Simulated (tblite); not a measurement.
C$_{8}$H$_{10}$AlN: geometry relaxation (part 1 of 4)

System: C$_{8}$H$_{10}$AlN, SMILES CC#[N+][AlH2-][c]1ccccc1.
Method: GFN2-xTB geometry optimisation, gas phase (tblite 0.8.0).

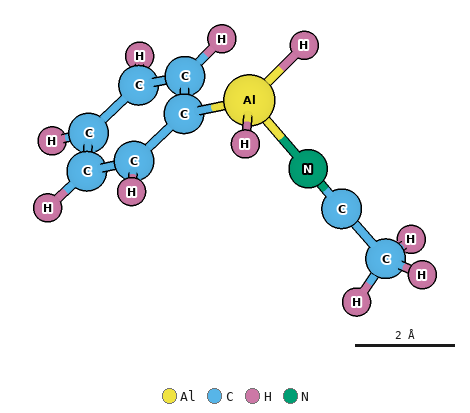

Figure 1. The starting structure (ball-and-stick view, seen at a tilt). Sticks mark near contacts. Bond lengths as drawn: Al–C 1.98 Å, Al–H 1.59 to 1.60 Å, Al–N 2.00 Å, C–C 1.37 to 1.47 Å, C–H 1.08 to 1.11 Å and C–N 1.14 Å.

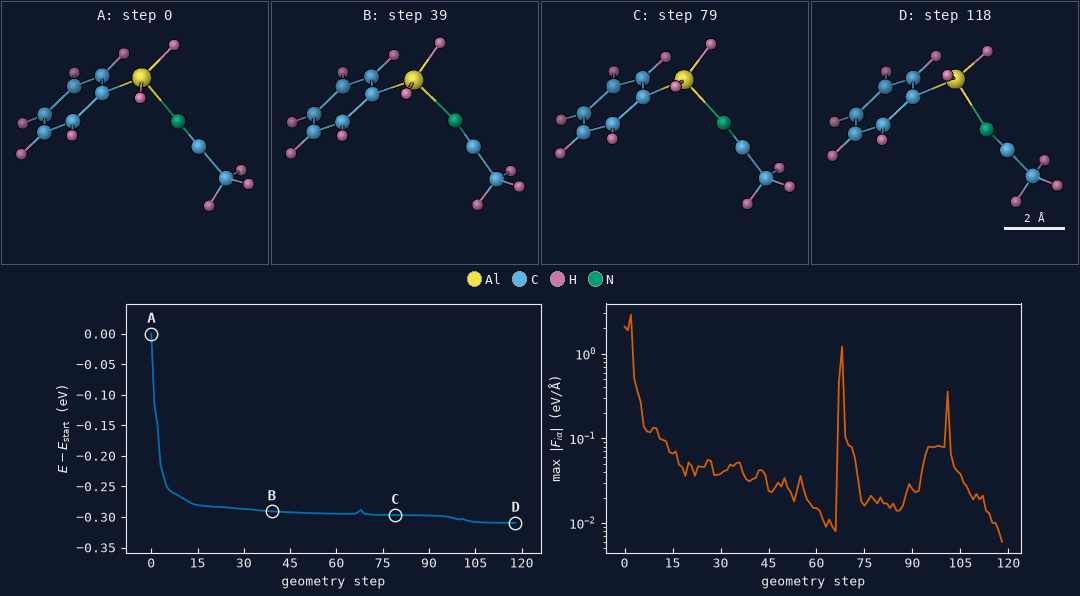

Figure 2. Frames of the relaxation (ball-and-stick view, seen at a tilt) above the curves, on which the letters mark them (steps are counted from 0).

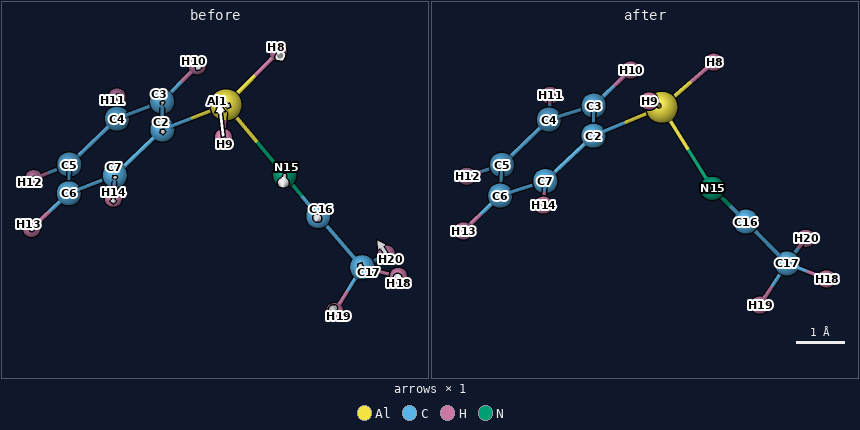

Figure 3. Before (left) and after (right) the relaxation, at one scale (ball-and-stick view, seen at a tilt). The white arrows give the displacements, at true length. The energy falls by 0.310 eV in 118 geometry steps. Largest force component: 2.1 eV/Å at the start, 0.006 eV/Å at the end. The largest move after the best rigid fit is that of H9, 0.77 Å. Largest moves by element: H 0.77 Å, N 0.59 Å, C 0.26 Å, Al 0.14 Å. Among the contacts that change: C16–C17 1.467 → 1.423 Å, Al1–H9 1.590 → 1.554 Å, C4–C5 1.421 → 1.385 Å, C3–C4 1.417 → 1.383 Å. Among the angles that change: Al1–N15–C16 178.2° → 147.5°, H9–Al1–N15 88.4° → 100.4°, Al1–C2–C7 120.3° → 127.6°. (Atoms are counted from 1 in the order of the input.)

The input and output of the run follow.

**Input file**
```
{"job": {"kind": "relax", "xc": "GFN2-xTB", "basis": "xTB"}, "charge": 0, "multiplicity": 1}
Al     2.729900    -0.218700    -0.014900
C      0.759300    -0.052600    -0.029600
C      0.142800     1.092800    -0.472000
C     -1.267300     1.229200    -0.493100
C     -2.049800     0.156800     0.013300
C     -1.447500    -1.004600     0.463400
C     -0.045300    -1.102300     0.454900
H      3.596900     1.009100    -0.554000
H      3.398100    -1.552500     0.536000
H      0.711200     1.936500    -0.846500
H     -1.748500     2.122800    -0.847600
H     -3.144800     0.239900     0.005800
H     -2.059100    -1.826900     0.860700
H      0.420500    -2.031700     0.830700
N      2.707200    -1.047900    -1.836100
C      2.708800    -1.552000    -2.864000
C      2.716900    -2.161800    -4.198700
H      3.678300    -2.668000    -4.395400
H      1.917100    -2.916600    -4.260200
H      2.556000    -1.403200    -4.966800
```

The first line tells a small driver script what to run in tblite; the rest is the geometry in Å.

Launched with:
```bash
OMP_NUM_THREADS=1 python <driver script> task.json out
```

**Output**
```
step      E/eV     max force
  0    -711.84203    2.354
  1    -711.95729    2.113
  2    -711.99046    3.181
  3    -712.05700    0.587
  4    -712.07523    0.439
  5    -712.09252    0.303
  6    -712.09868    0.161
  7    -712.10207    0.136
  8    -712.10453    0.138
  9    -712.10773    0.135
 10    -712.11071    0.134
 11    -712.11365    0.119
 12    -712.11663    0.124
 13    -712.11953    0.118
 14    -712.12152    0.074
 15    -712.12253    0.067
 16    -712.12315    0.070
 17    -712.12374    0.055
 18    -712.12429    0.050
 19    -712.12470    0.042
 20    -712.12499    0.053
 21    -712.12525    0.048
 22    -712.12553    0.041
 23    -712.12580    0.048
 24    -712.12612    0.051
 25    -712.12654    0.057
 26    -712.12711    0.064
 27    -712.12772    0.060
 28    -712.12818    0.046
 29    -712.12849    0.043
 30    -712.12878    0.043
 31    -712.12913    0.054
 32    -712.12954    0.052
 33    -712.13000    0.056
 34    -712.13053    0.062
 35    -712.13113    0.058
 36    -712.13170    0.056
 37    -712.13213    0.043
 38    -712.13243    0.043
 39    -712.13273    0.040
 40    -712.13306    0.039
 41    -712.13339    0.041
 42    -712.13367    0.045
 43    -712.13391    0.042
 44    -712.13414    0.038
 45    -712.13435    0.030
 46    -712.13453    0.027
 47    -712.13469    0.032
 48    -712.13488    0.038
 49    -712.13510    0.038
 50    -712.13534    0.044
 51    -712.13556    0.033
 52    -712.13572    0.025
 53    -712.13583    0.022
 54    -712.13595    0.025
 55    -712.13609    0.037
 56    -712.13624    0.029
 57    -712.13636    0.024
 58    -712.13644    0.019
 59    -712.13651    0.018
 60    -712.13658    0.019
 61    -712.13664    0.018
 62    -712.13668    0.012
 63    -712.13671    0.012
 64    -712.13673    0.013
 65    -712.13675    0.011
 66    -712.13677    0.009
 67    -712.13406    0.501
 68    -712.13063    1.313
 69    -712.13651    0.125
 70    -712.13714    0.102
 71    -712.13804    0.085
 72    -712.13824    0.069
 73    -712.13854    0.037
 74    -712.13862    0.022
 75    -712.13868    0.018
 76    -712.13872    0.020
 77    -712.13877    0.024
 78    -712.13881    0.020
 79    -712.13887    0.018
 80    -712.13893    0.020
 81    -712.13898    0.019
 82    -712.13903    0.021
 83    -712.13909    0.018
 84    -712.13915    0.019
 85    -712.13920    0.017
 86    -712.13924    0.017
 87    -712.13928    0.018
 88    -712.13935    0.026
 89    -712.13946    0.031
 90    -712.13958    0.025
 91    -712.13969    0.028
 92    -712.13982    0.031
 93    -712.14003    0.050
 94    -712.14039    0.079
 95    -712.14094    0.101
 96    -712.14168    0.103
 97    -712.14265    0.087
 98    -712.14384    0.088
 99    -712.14519    0.097
100    -712.14607    0.100
101    -712.14500    0.363
102    -712.14753    0.070
103    -712.14814    0.050
104    -712.14955    0.051
105    -712.15008    0.041
106    -712.15045    0.038
107    -712.15070    0.034
108    -712.15096    0.031
109    -712.15112    0.021
110    -712.15121    0.022
111    -712.15127    0.019
112    -712.15134    0.024
113    -712.15141    0.018
114    -712.15146    0.014
115    -712.15149    0.012
116    -712.15152    0.012
117    -712.15154    0.010
118    -712.15155    0.007
```

**Trajectory as extended XYZ (Å, eV, eV/Å), 41 of the 119 frames kept, from step=0 to step=118**
```
20
Properties=species:S:1:pos:R:3:forces:R:3 step=0 energy=-711.84203
Al    2.7299   -0.2187   -0.0149    0.5610  -0.4010  -0.9340
C     0.7593   -0.0526   -0.0296    0.0350  -0.8340   0.9290
C     0.1428    1.0928   -0.4720   -2.0950   0.9670  -0.4680
C    -1.2673    1.2292   -0.4931    0.4810  -1.6310   0.8190
C    -2.0498    0.1568    0.0133    0.2080   1.0240  -0.7020
C    -1.4475   -1.0046    0.4634    0.7060  -0.1900   0.2080
C    -0.0453   -1.1023    0.4549   -0.7170  -0.1470   0.0080
H     3.5969    1.0091   -0.5540   -0.1230  -0.1570   0.4110
H     3.3981   -1.5525    0.5360   -0.0530   0.3680   0.2290
H     0.7112    1.9365   -0.8465    0.2360  -0.0890   0.0450
H    -1.7485    2.1228   -0.8476   -0.0010   0.1030  -0.0450
H    -3.1448    0.2399    0.0058    0.5220   0.0040   0.0430
H    -2.0591   -1.8269    0.8607    0.3030   0.3980  -0.2330
H     0.4205   -2.0317    0.8307   -0.1420   0.5950  -0.2420
N     2.7072   -1.0479   -1.8361    0.0640  -0.1030  -0.1520
C     2.7088   -1.5520   -2.8640    0.1130  -0.4690  -1.3090
C     2.7169   -2.1618   -4.1987    0.0300  -0.0470   0.8470
H     3.6783   -2.6680   -4.3954   -0.3420   0.2940   0.2520
H     1.9171   -2.9166   -4.2602    0.2200   0.3100   0.0930
H     2.5560   -1.4032   -4.9668   -0.0070   0.0060   0.2020
20
Properties=species:S:1:pos:R:3:forces:R:3 step=3 energy=-712.05700
Al    2.7510   -0.2391   -0.0629   -0.1950  -0.2070  -0.5130
C     0.7452   -0.0544   -0.0009    0.2230  -0.0480   0.1780
C     0.1087    1.0964   -0.4772   -0.2110   0.1000   0.0230
C    -1.2757    1.2084   -0.4785    0.3190  -0.2150   0.0680
C    -2.0441    0.1565    0.0020   -0.1330   0.3470  -0.1740
C    -1.4422   -0.9940    0.4652    0.2070  -0.3560   0.1420
C    -0.0609   -1.1079    0.4558   -0.1210   0.4440  -0.0970
H     3.5920    1.0018   -0.5329    0.0210  -0.0450   0.2430
H     3.3970   -1.5341    0.5484    0.0530   0.1960   0.1780
H     0.7157    1.9293   -0.8430   -0.1030  -0.2380   0.1100
H    -1.7413    2.1103   -0.8429   -0.1210   0.0570  -0.0290
H    -3.1216    0.2422    0.0069   -0.0440   0.0030   0.0200
H    -2.0460   -1.8092    0.8500   -0.0130   0.0600  -0.0640
H     0.4144   -2.0078    0.8212    0.0510  -0.0640   0.0360
N     2.7110   -1.0619   -1.8628    0.0740   0.0330   0.0560
C     2.7143   -1.5595   -2.8933    0.0490  -0.0380  -0.1310
C     2.7168   -2.1625   -4.1797   -0.0440  -0.0370  -0.3900
H     3.6659   -2.6557   -4.3825    0.1030   0.0110   0.1310
H     1.9245   -2.9045   -4.2546   -0.1010  -0.0280   0.0870
H     2.5563   -1.4060   -4.9526   -0.0140   0.0240   0.1260
20
Properties=species:S:1:pos:R:3:forces:R:3 step=6 energy=-712.09868
Al    2.7428   -0.2605   -0.1135   -0.0230   0.0150   0.0730
C     0.7534   -0.0467    0.0140    0.0170  -0.0270  -0.0740
C     0.1044    1.0932   -0.4708    0.0760  -0.0070   0.0800
C    -1.2716    1.2035   -0.4761   -0.0810   0.0370  -0.0140
C    -2.0470    0.1589   -0.0035    0.0160  -0.0360   0.0610
C    -1.4396   -0.9945    0.4669   -0.0470   0.0980  -0.0450
C    -0.0622   -1.0921    0.4570    0.0830  -0.0800   0.1120
H     3.5924    0.9956   -0.5064    0.0150  -0.0340   0.1050
H     3.4011   -1.5117    0.5668    0.0230   0.1110   0.0730
H     0.7104    1.9126   -0.8348    0.0600   0.0890  -0.0250
H    -1.7451    2.1049   -0.8417   -0.0290   0.0100  -0.0220
H    -3.1216    0.2445    0.0079   -0.1200   0.0110  -0.0150
H    -2.0459   -1.8049    0.8438   -0.0430  -0.0750  -0.0020
H     0.4135   -1.9990    0.8190    0.0060   0.0200   0.0210
N     2.7188   -1.0680   -1.8763    0.0620  -0.0480  -0.1380
C     2.7194   -1.5629   -2.9090   -0.0030  -0.0130  -0.0220
C     2.7146   -2.1674   -4.1943    0.0100  -0.0340   0.0050
H     3.6721   -2.6526   -4.3699    0.0690  -0.0500  -0.0290
H     1.9171   -2.9048   -4.2473   -0.0610  -0.0550  -0.0210
H     2.5539   -1.3999   -4.9456   -0.0290   0.0690  -0.1230
20
Properties=species:S:1:pos:R:3:forces:R:3 step=9 energy=-712.10773
Al    2.7394   -0.2637   -0.1174    0.0440   0.0360   0.0760
C     0.7557   -0.0497    0.0106   -0.0800   0.0060   0.0050
C     0.1071    1.0959   -0.4624   -0.0900   0.0450  -0.0520
C    -1.2738    1.2054   -0.4752    0.0430  -0.0140   0.0650
C    -2.0516    0.1605    0.0001   -0.0100   0.0380  -0.0170
C    -1.4409   -0.9920    0.4672    0.0060  -0.0550   0.0740
C    -0.0595   -1.0912    0.4672   -0.1140   0.0380  -0.0470
H     3.5946    0.9900   -0.4854    0.0210   0.0090   0.0600
H     3.4055   -1.4916    0.5820    0.0250   0.0330   0.0740
H     0.7145    1.9164   -0.8340   -0.0180  -0.0140   0.0300
H    -1.7499    2.1049   -0.8443    0.0100  -0.0060  -0.0030
H    -3.1319    0.2456    0.0062    0.0710  -0.0150  -0.0160
H    -2.0487   -1.8093    0.8399    0.0340   0.0380  -0.0340
H     0.4157   -1.9980    0.8232    0.0120  -0.0300   0.0490
N     2.7294   -1.0720   -1.8900    0.0500   0.0320   0.0460
C     2.7207   -1.5678   -2.9211    0.0100  -0.0320  -0.0830
C     2.7145   -2.1728   -4.2050   -0.0130   0.0020  -0.0910
H     3.6788   -2.6571   -4.3711   -0.0860  -0.0020  -0.0700
H     1.9105   -2.9098   -4.2489    0.0650   0.0240  -0.0680
H     2.5507   -1.3954   -4.9557    0.0190  -0.1340   0.0000
20
Properties=species:S:1:pos:R:3:forces:R:3 step=12 energy=-712.11663
Al    2.7402   -0.2610   -0.1073   -0.0690  -0.0100  -0.0420
C     0.7468   -0.0515    0.0058    0.0520   0.0380   0.0430
C     0.1027    1.1023   -0.4589    0.0170  -0.0710  -0.0250
C    -1.2768    1.2094   -0.4660   -0.0230   0.0210  -0.0040
C    -2.0554    0.1630    0.0047    0.0490  -0.0110  -0.0070
C    -1.4455   -0.9900    0.4753   -0.0120   0.0190  -0.0090
C    -0.0663   -1.0906    0.4743    0.0590   0.0110  -0.0590
H     3.6015    0.9861   -0.4513    0.0380   0.0770   0.0190
H     3.4150   -1.4636    0.6126    0.0220  -0.0410   0.0810
H     0.7167    1.9208   -0.8291   -0.0780  -0.0590   0.0380
H    -1.7536    2.1037   -0.8471   -0.0040   0.0130   0.0330
H    -3.1348    0.2449    0.0013    0.0390  -0.0080  -0.0060
H    -2.0495   -1.8122    0.8323   -0.0550  -0.0220   0.0420
H     0.4173   -1.9970    0.8344   -0.0760   0.0780  -0.0120
N     2.7503   -1.0759   -1.9079    0.0280  -0.0020   0.0040
C     2.7240   -1.5737   -2.9394    0.0370   0.0740   0.0930
C     2.7131   -2.1797   -4.2242   -0.0030   0.0020   0.0690
H     3.6751   -2.6647   -4.3863   -0.0160  -0.0350  -0.0960
H     1.9109   -2.9144   -4.2635   -0.0080  -0.0430  -0.0740
H     2.5490   -1.4077   -4.9738    0.0030  -0.0300  -0.0870
20
Properties=species:S:1:pos:R:3:forces:R:3 step=15 energy=-712.12253
Al    2.7373   -0.2596   -0.1032    0.0660  -0.0100  -0.0100
C     0.7453   -0.0497    0.0071    0.0320  -0.0170  -0.0010
C     0.0988    1.1001   -0.4595    0.0130  -0.0120   0.0260
C    -1.2794    1.2128   -0.4603   -0.0060  -0.0230  -0.0480
C    -2.0544    0.1640    0.0069   -0.0260  -0.0240   0.0020
C    -1.4483   -0.9890    0.4801    0.0080  -0.0010  -0.0570
C    -0.0688   -1.0881    0.4727    0.0020  -0.0090   0.0270
H     3.6096    0.9923   -0.4261   -0.0160   0.0340   0.0020
H     3.4229   -1.4490    0.6424   -0.0350  -0.0100   0.0220
H     0.7103    1.9188   -0.8224   -0.0040   0.0320  -0.0240
H    -1.7565    2.1050   -0.8447   -0.0050   0.0220   0.0430
H    -3.1321    0.2434   -0.0025   -0.0390   0.0040   0.0100
H    -2.0547   -1.8142    0.8314   -0.0080   0.0310   0.0340
H     0.4108   -1.9896    0.8416   -0.0150  -0.0060  -0.0050
N     2.7679   -1.0764   -1.9146    0.0140   0.0010   0.0030
C     2.7308   -1.5724   -2.9470    0.0290   0.0010  -0.0070
C     2.7116   -2.1835   -4.2324    0.0040  -0.0030   0.0020
H     3.6693   -2.6735   -4.4079    0.0050  -0.0160  -0.0240
H     1.9115   -2.9212   -4.2815   -0.0150  -0.0030   0.0140
H     2.5487   -1.4218   -4.9941   -0.0050   0.0100  -0.0120
20
Properties=species:S:1:pos:R:3:forces:R:3 step=18 energy=-712.12429
Al    2.7438   -0.2604   -0.1039    0.0020   0.0170   0.0200
C     0.7491   -0.0510    0.0078   -0.0220   0.0010  -0.0140
C     0.0994    1.0984   -0.4577   -0.0170   0.0180  -0.0280
C    -1.2803    1.2101   -0.4642    0.0200  -0.0120   0.0240
C    -2.0571    0.1627    0.0057   -0.0090   0.0180  -0.0460
C    -1.4486   -0.9899    0.4749   -0.0030  -0.0070   0.0230
C    -0.0684   -1.0874    0.4740   -0.0180   0.0090  -0.0240
H     3.6096    0.9989   -0.4203   -0.0100   0.0120  -0.0030
H     3.4201   -1.4478    0.6527   -0.0180  -0.0090   0.0070
H     0.7070    1.9208   -0.8231   -0.0100  -0.0090   0.0010
H    -1.7574    2.1079   -0.8379    0.0180  -0.0100   0.0260
H    -3.1358    0.2432   -0.0019    0.0010  -0.0030   0.0080
H    -2.0568   -1.8103    0.8361    0.0180   0.0220   0.0090
H     0.4072   -1.9893    0.8429    0.0110  -0.0390   0.0150
N     2.7743   -1.0765   -1.9159    0.0250  -0.0060  -0.0180
C     2.7366   -1.5716   -2.9491    0.0150  -0.0240  -0.0350
C     2.7118   -2.1847   -4.2345    0.0050  -0.0010  -0.0360
H     3.6680   -2.6776   -4.4164   -0.0180   0.0020   0.0010
H     1.9101   -2.9227   -4.2835    0.0120   0.0320   0.0360
H     2.5481   -1.4244   -4.9997   -0.0020  -0.0110   0.0350
```
